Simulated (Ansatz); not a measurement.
# Run report: CH9FOSi, geometry relaxation

The run: geometry relaxation of CH9FOSi. Method and program: RKS B3LYP-D4/def2-SVP (Ansatz 0.2.0).

It belongs to a series of runs on one base structure; here: end point A relaxed. Figures and captions count atoms from 1; the log counts them from 0 in places.

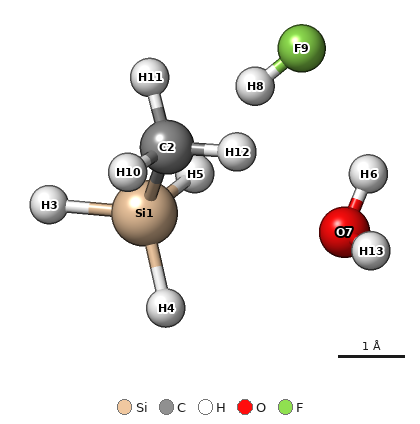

The input geometry (ball-and-stick view, seen at a tilt; atoms are numbered from 1 in the order of the input).

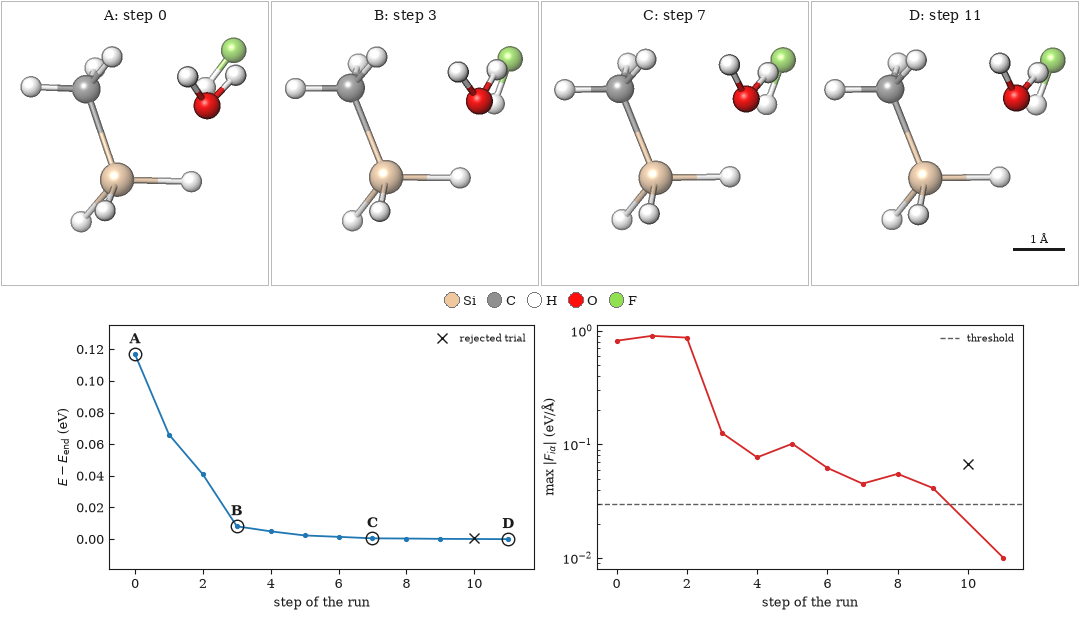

Frames of the relaxation (ball-and-stick view, seen at a tilt) above the curves, on which the letters mark them (the first geometry is step 0 here and step 1 in the log).

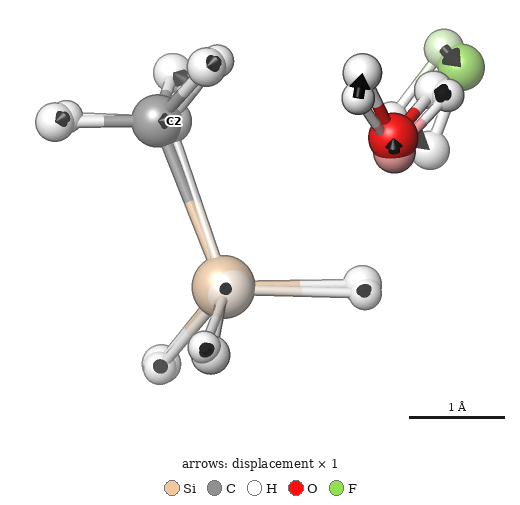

Start (faint) and end (solid) with the displacements as black arrows, at true length (ball-and-stick view, seen at a tilt). The two geometries are laid on each other by the best rigid fit. Over 11 geometry steps the energy falls by 0.117 eV. Largest force component: 0.82 eV/Å at the start, 0.01 eV/Å at the end. The line search rejected the trial step at point 10 (counted from 0) and went back. The atom that moves furthest after the best rigid fit is H8 (0.53 Å). Largest moves by element: H 0.53 Å, F 0.29 Å, O 0.16 Å, C 0.15 Å, Si 0.09 Å. Distances before and after: H8–F9 0.917 → 0.940 Å, Si1–H5 1.500 → 1.507 Å. Among the angles that change: H4–Si1–H5 110.7° → 108.1°. (Atoms are counted from 1 in the order of the input.)

The input that produced these results follows, with the program's output.

Input:
```yaml
crystal:
  periodic: [false, false, false]
  atoms:
    - { symbol: Si, position_ang: [-0.677999, -0.771374, -0.999197] }
    - { symbol: C, position_ang: [1.042468, -0.033927, -0.852884] }
    - { symbol: H, position_ang: [-0.625243, -1.933567, -1.939575] }
    - { symbol: H, position_ang: [-1.693187, 0.190716, -1.493593] }
    - { symbol: H, position_ang: [-1.078138, -1.325746, 0.335638] }
    - { symbol: H, position_ang: [-0.555352, 1.116595, 1.897521] }
    - { symbol: O, position_ang: [-1.074216, 1.404977, 1.131516] }
    - { symbol: H, position_ang: [0.424149, -0.773529, 1.319988] }
    - { symbol: F, position_ang: [0.821122, -0.554837, 2.116742] }
    - { symbol: H, position_ang: [1.387585, 0.32187, -1.836655] }
    - { symbol: H, position_ang: [1.776625, -0.776101, -0.501469] }
    - { symbol: H, position_ang: [1.036727, 0.819818, -0.162207] }
    - { symbol: H, position_ang: [-0.784541, 2.314903, 0.984175] }
basis:
  gaussian: { orbitals: def2-SVP }
hamiltonian:
  xc: b3lyp
  dispersion: d4
relax:
  f_tol: 0.03
  max_steps: 50
```

Command:
```bash
ansatz run input.yaml --threads 2 --pin off --max-ram 3072MiB --backend cpu --events-out ev --progress --plain --runs-dir out
```

Output:
```
The last accepted step is kept in [file] (removed where the run ends without a failure and the disk answers)
Engine: ansatz 0.2.0, aarch64-unknown-linux-gnu
Functional definition: B3LYP
  parameter a0 = 0.2
  parameter ax = 0.72
  parameter ac = 0.81
  exchange = (1 - a0 - ax)*slater_x + ax*b88_x + a0*exact_x
  correlation = (1 - ac)*vwn_rpa_c + ac*lyp_c
1115 factors; integrals over basis functions are off by at most 6.1e-4 eV
mean field evaluation 1: about -13810.0385 eV, gradient 6.8e1 eV
mean field evaluation 2: about -13802.8523 eV, gradient 9.0e1 eV
mean field evaluation 4: about -13818.9199 eV, gradient 3.4e0 eV
mean field evaluation 8: about -13818.9529 eV, gradient 3.4e-2 eV
mean field -13818.95293029 eV, -507.8371533655 hartree, gradient 2.0e-5 eV, S^2 0.000000; 0 other end points of the search recorded, 0 dependent functions left out
the calculation of the forces begins
reference -13818.95318186 eV, -507.8371626104 hartree; 23, 23 occupied and 82, 82 virtual orbitals, 1115 factors
relax step   1: F+E_penalty+E_count = -13819.26355156 eV  Δ(F+E_penalty+E_count) = +0.000e0 eV  max|allowed force component| = 8.176e-1 eV/Å  Δτ_max = 0.0000 Å  (25 SCF iters, accepted)
these checks for a lower state are left out or cut short: starts, cluster_reference, orbital_swaps, neighbouring_geometries, increment
1115 factors; integrals over basis functions are off by at most 5.7e-4 eV
mean field evaluation 16: about -13818.6712 eV, gradient 1.1e1 eV
mean field -13819.00836718 eV, -507.8391906336 hartree, gradient 1.5e-5 eV, S^2 0.000000; 0 other end points of the search recorded, 0 dependent functions left out
[... from here on the field's lines of each further geometry are left out, up to the last ...]
relax step   2: F+E_penalty+E_count = -13819.31419201 eV  Δ(F+E_penalty+E_count) = -5.064e-2 eV  max|allowed force component| = 9.025e-1 eV/Å  Δτ_max = 0.1950 Å  (27 SCF iters, accepted)
relax step   3: F+E_penalty+E_count = -13819.33939142 eV  Δ(F+E_penalty+E_count) = -2.520e-2 eV  max|allowed force component| = 8.715e-1 eV/Å  Δτ_max = 0.1951 Å  (27 SCF iters, accepted)
relax step   4: F+E_penalty+E_count = -13819.37219190 eV  Δ(F+E_penalty+E_count) = -3.280e-2 eV  max|allowed force component| = 1.264e-1 eV/Å  Δτ_max = 0.2000 Å  (26 SCF iters, accepted)
relax step   5: F+E_penalty+E_count = -13819.37538023 eV  Δ(F+E_penalty+E_count) = -3.188e-3 eV  max|allowed force component| = 7.695e-2 eV/Å  Δτ_max = 0.0375 Å  (24 SCF iters, accepted)
relax step   6: F+E_penalty+E_count = -13819.37796172 eV  Δ(F+E_penalty+E_count) = -2.581e-3 eV  max|allowed force component| = 1.014e-1 eV/Å  Δτ_max = 0.0510 Å  (23 SCF iters, accepted)
relax step   7: F+E_penalty+E_count = -13819.37884890 eV  Δ(F+E_penalty+E_count) = -8.872e-4 eV  max|allowed force component| = 6.213e-2 eV/Å  Δτ_max = 0.0436 Å  (23 SCF iters, accepted)
relax step   8: F+E_penalty+E_count = -13819.37979016 eV  Δ(F+E_penalty+E_count) = -9.413e-4 eV  max|allowed force component| = 4.515e-2 eV/Å  Δτ_max = 0.0346 Å  (24 SCF iters, accepted)
relax step   9: F+E_penalty+E_count = -13819.37991514 eV  Δ(F+E_penalty+E_count) = -1.250e-4 eV  max|allowed force component| = 5.507e-2 eV/Å  Δτ_max = 0.0210 Å  (25 SCF iters, accepted)
relax step  10: F+E_penalty+E_count = -13819.38011571 eV  Δ(F+E_penalty+E_count) = -2.006e-4 eV  max|allowed force component| = 4.137e-2 eV/Å  Δτ_max = 0.0193 Å  (24 SCF iters, accepted)
relax step  11: F+E_penalty+E_count = -13819.37988231 eV  Δ(F+E_penalty+E_count) = +2.334e-4 eV  max|allowed force component| = 6.700e-2 eV/Å  Δτ_max = 0.0212 Å  (24 SCF iters, rejected (line search))
the calculation of the forces begins
reference -13819.07774984 eV, -507.8417403993 hartree; 23, 23 occupied and 82, 82 virtual orbitals, 1115 factors
relax step  12: F+E_penalty+E_count = -13819.38030828 eV  Δ(F+E_penalty+E_count) = -1.926e-4 eV  max|allowed force component| = 1.008e-2 eV/Å  Δτ_max = 0.0106 Å  (21 SCF iters, accepted)
1115 factors; integrals over basis functions are off by at most 1.1e-3 eV
mean field -13819.07749881 eV, -507.8417311742 hartree, gradient 2.2e-5 eV, S^2 0.000000; 1 other end points of the search recorded, 0 dependent functions left out
the calculation of the forces begins
reference -13819.07774984 eV, -507.8417403993 hartree; 23, 23 occupied and 82, 82 virtual orbitals, 1115 factors
Total energy: -13819.38055930 eV, -507.8528684418 hartree
Atom 0 at    -0.606172    -0.826265    -1.015119 Å, force     0.004351    -0.010085    -0.000401 eV/Å
Atom 1 at     1.055029     0.053105    -0.967046 Å, force    -0.001221     0.000067     0.001958 eV/Å
Atom 2 at    -0.541942    -2.028081    -1.900840 Å, force    -0.000644     0.000902     0.000819 eV/Å
Atom 3 at    -1.726407     0.040783    -1.460243 Å, force    -0.001761     0.002600     0.000038 eV/Å
Atom 4 at    -0.948364    -1.371097     0.347634 Å, force    -0.001277     0.002281    -0.003258 eV/Å
Atom 5 at    -0.396563     1.040247     1.785380 Å, force    -0.004048     0.003404    -0.003428 eV/Å
Atom 6 at    -0.974485     1.530084     1.176965 Å, force     0.009804    -0.000489     0.004691 eV/Å
Atom 7 at     0.008261    -0.995330     1.564414 Å, force     0.010026     0.005292     0.008443 eV/Å
Atom 8 at     0.542243    -0.558616     2.202608 Å, force    -0.009847    -0.005305    -0.009755 eV/Å
Atom 9 at     1.341543     0.400389    -1.972265 Å, force    -0.001893     0.002411     0.000118 eV/Å
Atom 10 at     1.848448    -0.611916    -0.591942 Å, force    -0.001342    -0.000045     0.001879 eV/Å
Atom 11 at     0.972499     0.918711    -0.296928 Å, force     0.000546     0.000411    -0.000627 eV/Å
Atom 12 at    -0.574091     2.407784     1.127381 Å, force    -0.002693    -0.001445    -0.000478 eV/Å
Dipole moment:     0.213182     0.116720    -0.128202 e Å
```

Trajectory as extended XYZ (Å, eV, eV/Å), 8 of the 12 frames kept, from step=1 to step=12:
```
13
Properties=species:S:1:pos:R:3:forces:R:3 step=1 energy=-13819.26355
Si   -0.6780   -0.7714   -0.9992   -0.1219  -0.1708  -0.0116
C     1.0425   -0.0339   -0.8529    0.2412   0.1833  -0.1826
H    -0.6252   -1.9336   -1.9396   -0.0210   0.0046   0.0047
H    -1.6932    0.1907   -1.4936   -0.0237   0.0240   0.0070
H    -1.0781   -1.3257    0.3356   -0.0012   0.0037  -0.0393
H    -0.5554    1.1166    1.8975    0.0656  -0.0930  -0.0026
O    -1.0742    1.4050    1.1315   -0.0032   0.0321   0.0583
H     0.4241   -0.7735    1.3200   -0.4831  -0.3100  -0.6532
F     0.8211   -0.5548    2.1167    0.3399   0.3374   0.8176
H     1.3876    0.3219   -1.8367   -0.0030   0.0020  -0.0256
H     1.7766   -0.7761   -0.5015    0.0039   0.0040   0.0277
H     1.0367    0.8198   -0.1622    0.0077  -0.0377   0.0018
H    -0.7845    2.3149    0.9842   -0.0011   0.0203  -0.0023
13
Properties=species:S:1:pos:R:3:forces:R:3 step=3 energy=-13819.33939
Si   -0.6432   -0.7818   -1.0165    0.1309   0.0604  -0.0484
C     1.0738   -0.0081   -0.9288    0.0146   0.0137  -0.0716
H    -0.6194   -1.9516   -1.9475   -0.0179  -0.0142   0.0263
H    -1.6868    0.1687   -1.4793   -0.0228  -0.0216   0.0368
H    -1.0106   -1.3336    0.3307    0.0039  -0.0284   0.0767
H    -0.4539    1.0760    1.8455   -0.1291   0.0564  -0.1892
O    -1.1002    1.4362    1.2092    0.2223  -0.0563   0.1817
H     0.1609   -0.9208    1.5561    0.7397   0.5596   0.7090
F     0.7700   -0.4634    2.1425   -0.8715  -0.5674  -0.7368
H     1.3901    0.3463   -1.9227   -0.0151   0.0087  -0.0104
H     1.8228   -0.7355   -0.5768   -0.0291   0.0178   0.0186
H     1.0618    0.8432   -0.2358   -0.0073  -0.0065   0.0116
H    -0.7653    2.3241    1.0234   -0.0185  -0.0221  -0.0044
13
Properties=species:S:1:pos:R:3:forces:R:3 step=4 energy=-13819.37219
Si   -0.6059   -0.8004   -0.9936   -0.1264   0.0157  -0.0666
C     1.0798    0.0356   -0.9493    0.0151  -0.0481   0.0218
H    -0.5928   -1.9860   -1.9041    0.0517   0.0251  -0.0251
H    -1.7072    0.1063   -1.4100    0.0242  -0.0106  -0.0171
H    -0.9648   -1.3777    0.3469    0.0508   0.0144   0.0710
H    -0.3510    1.0893    1.7871   -0.0510  -0.0615   0.0151
O    -1.0314    1.4686    1.2069    0.0905   0.0627  -0.0138
H     0.0350   -0.9690    1.5344   -0.0837  -0.0415  -0.0373
F     0.5912   -0.5509    2.1625    0.0868   0.0492   0.0695
H     1.3639    0.3907   -1.9534   -0.0079  -0.0103   0.0275
H     1.8550   -0.6629   -0.5952   -0.0030   0.0278  -0.0208
H     1.0437    0.8913   -0.2619   -0.0227  -0.0018  -0.0187
H    -0.7155    2.3649    1.0297   -0.0244  -0.0210  -0.0055
13
Properties=species:S:1:pos:R:3:forces:R:3 step=6 energy=-13819.37796
Si   -0.6131   -0.8083   -1.0079    0.0428   0.0015   0.0245
C     1.0634    0.0436   -0.9619    0.0351   0.0301  -0.0115
H    -0.5625   -1.9966   -1.9136   -0.0139   0.0020   0.0064
H    -1.7209    0.0817   -1.4397   -0.0022  -0.0146  -0.0018
H    -0.9479   -1.3691    0.3498   -0.0145  -0.0007  -0.0086
H    -0.3851    1.0584    1.8056   -0.0590   0.0074  -0.0849
O    -0.9837    1.4768    1.1623    0.1007   0.1014   0.0881
H     0.0164   -0.9768    1.5758   -0.0118  -0.0190  -0.0319
F     0.5716   -0.5552    2.2040    0.0106   0.0173   0.0303
H     1.3500    0.3865   -1.9691    0.0042  -0.0062   0.0042
H     1.8498   -0.6336   -0.5917   -0.0271  -0.0003  -0.0113
H     1.0067    0.9125   -0.2927   -0.0192  -0.0194  -0.0019
H    -0.6447    2.3799    1.0790   -0.0458  -0.0996  -0.0014
13
Properties=species:S:1:pos:R:3:forces:R:3 step=7 energy=-13819.37885
Si   -0.6059   -0.8116   -1.0065    0.0074   0.0005  -0.0383
C     1.0657    0.0501   -0.9761    0.0062  -0.0036   0.0353
H    -0.5575   -2.0020   -1.9094   -0.0065  -0.0047   0.0087
H    -1.7208    0.0699   -1.4368   -0.0045  -0.0074   0.0035
H    -0.9382   -1.3720    0.3517    0.0033   0.0078   0.0000
H    -0.3853    1.0481    1.7989   -0.0070  -0.0045  -0.0107
O    -0.9764    1.4868    1.1647    0.0148   0.0567   0.0097
H     0.0030   -0.9800    1.5859   -0.0438  -0.0484  -0.0621
F     0.5372   -0.5578    2.2305    0.0521   0.0402   0.0537
H     1.3471    0.3956   -1.9840   -0.0096  -0.0079   0.0204
H     1.8536   -0.6268   -0.6089   -0.0053   0.0136  -0.0130
H     1.0026    0.9150   -0.3023    0.0048  -0.0040  -0.0095
H    -0.6252    2.3845    1.0922   -0.0120  -0.0383   0.0024
13
Properties=species:S:1:pos:R:3:forces:R:3 step=9 energy=-13819.37991
Si   -0.6076   -0.8229   -1.0132    0.0163  -0.0107  -0.0063
C     1.0583    0.0490   -0.9672   -0.0304   0.0206  -0.0039
H    -0.5470   -2.0187   -1.9076   -0.0057   0.0006   0.0060
H    -1.7264    0.0500   -1.4507    0.0017  -0.0012   0.0034
H    -0.9432   -1.3755    0.3479   -0.0016   0.0054  -0.0008
H    -0.4034    1.0394    1.7901   -0.0359   0.0142  -0.0254
O    -0.9838    1.5236    1.1782    0.0551   0.0021   0.0281
H     0.0202   -0.9853    1.5582    0.0212   0.0173   0.0449
F     0.5382   -0.5503    2.2117   -0.0234  -0.0261  -0.0472
H     1.3427    0.3944   -1.9734    0.0040   0.0082  -0.0071
H     1.8494   -0.6196   -0.5957    0.0159  -0.0169   0.0115
H     0.9834    0.9157   -0.2975   -0.0005  -0.0014   0.0026
H    -0.5810    2.4000    1.1192   -0.0166  -0.0123  -0.0058
13
Properties=species:S:1:pos:R:3:forces:R:3 step=10 energy=-13819.38012
Si   -0.6058   -0.8251   -1.0137    0.0120  -0.0045  -0.0070
C     1.0578    0.0510   -0.9670   -0.0182   0.0024  -0.0024
H    -0.5457   -2.0219   -1.9066   -0.0006   0.0010   0.0037
H    -1.7263    0.0457   -1.4508   -0.0001   0.0004   0.0012
H    -0.9423   -1.3772    0.3473   -0.0061   0.0021   0.0026
H    -0.3986    1.0396    1.7822   -0.0248   0.0159  -0.0166
O    -0.9814    1.5293    1.1774    0.0398  -0.0041   0.0201
H     0.0065   -0.9938    1.5689    0.0404   0.0279   0.0380
F     0.5423   -0.5517    2.2033   -0.0378  -0.0315  -0.0414
H     1.3415    0.4002   -1.9723    0.0006   0.0050  -0.0016
H     1.8504   -0.6173   -0.5970    0.0059  -0.0053   0.0061
H     0.9803    0.9151   -0.2944   -0.0010   0.0003   0.0008
H    -0.5787    2.4059    1.1228   -0.0102  -0.0096  -0.0035
13
Properties=species:S:1:pos:R:3:forces:R:3 step=12 energy=-13819.38031
Si   -0.6062   -0.8263   -1.0151    0.0044  -0.0101  -0.0004
C     1.0550    0.0531   -0.9670   -0.0012   0.0001   0.0020
H    -0.5419   -2.0281   -1.9008   -0.0006   0.0009   0.0008
H    -1.7264    0.0408   -1.4602   -0.0018   0.0026   0.0000
H    -0.9484   -1.3711    0.3476   -0.0013   0.0023  -0.0033
H    -0.3966    1.0402    1.7854   -0.0040   0.0034  -0.0034
O    -0.9745    1.5301    1.1770    0.0098  -0.0005   0.0047
H     0.0083   -0.9953    1.5644    0.0100   0.0053   0.0084
F     0.5422   -0.5586    2.2026   -0.0098  -0.0053  -0.0098
H     1.3415    0.4004   -1.9723   -0.0019   0.0024   0.0001
H     1.8484   -0.6119   -0.5919   -0.0013   0.0000   0.0019
H     0.9725    0.9187   -0.2969    0.0005   0.0004  -0.0006
H    -0.5741    2.4078    1.1274   -0.0027  -0.0014  -0.0005
```

Results in brief:

- outcome: converged
- total energy: −13819.3806 eV
- mean-field energy: −13819.0777 eV
- largest force (length of the vector) at the end: 0.015 eV/Å
- hardware: 2 threads of Arm Neoverse V1, 24 GiB of memory available, shared host
- wall time: 32 s (CPU time 62 s)
- peak memory: 0.22 GiB
